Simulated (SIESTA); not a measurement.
Band structure of CoSi₂ (Fm-3m, 3 atoms in the cell).

```
CoSi2
1.0
    0.00000     2.70264     2.70264
    2.70264     0.00000     2.70264
    2.70264     2.70264     0.00000
Co Si
1 2
Cartesian
  0.00000   0.00000   0.00000
  4.05396   4.05396   4.05396
  1.35132   1.35132   1.35132
```

Level of theory: GGA PBE, numerical atomic orbitals DZP, PseudoDojo PBE standard norm-conserving potentials (rewritten from UPF to PSML) run with SIESTA 5.4.2.

Settings: XC.functional = GGA; XC.authors = PBE; potentials = PseudoDojo PBE standard; PAO.BasisSize = DZP; PAO.EnergyShift = 0.005 Ry; MeshCutoff = 400 Ry; kgrid.MonkhorstPack = 9 9 9; OccupationFunction = FD; ElectronicTemperature = 0.136 eV; MaxSCFIterations = 150; SCF.Mixer.Method = Broyden; SCF.Mixer.Weight = 0.25; SCF.Mixer.History = 8; SCF.DM.Tolerance = 1.0E-04.

The starting cell comes from a database of computed structures (which also holds hypothetical and non-ambient phases and stackings), without a prior relaxation at this level. Its lattice was rescaled by a random factor within 2.5 % of one. Spin polarisation is off. Values carry the incompleteness of an atom-centred basis.

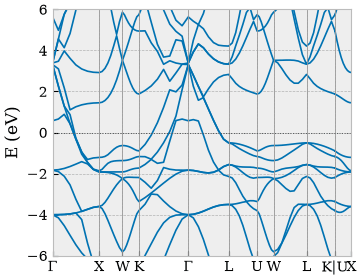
Fig. 1. Bands along the path, energies from the Fermi level.

Levels in eV from the Fermi level, bands 10 to 15:
```csv
point,10,11,12,13,14,15
Γ,-1.83,0.57,3.31,3.31,3.31,3.39
X,-1.92,-1.92,-1.87,-1.21,1.45,2.92
W,-2.25,-1.92,-1.37,-0.64,3.52,3.52
K,-2.19,-1.73,-1.17,-0.90,1.88,4.94
L,-1.56,-1.56,-0.50,-0.50,2.83,3.33
U,-2.19,-1.73,-1.17,-0.90,1.88,4.94
```

Bands cross the Fermi level along this path, so the cell is metallic at this level.

Higher empty bands are left out: an atom-centred basis made for the valence describes them poorly.
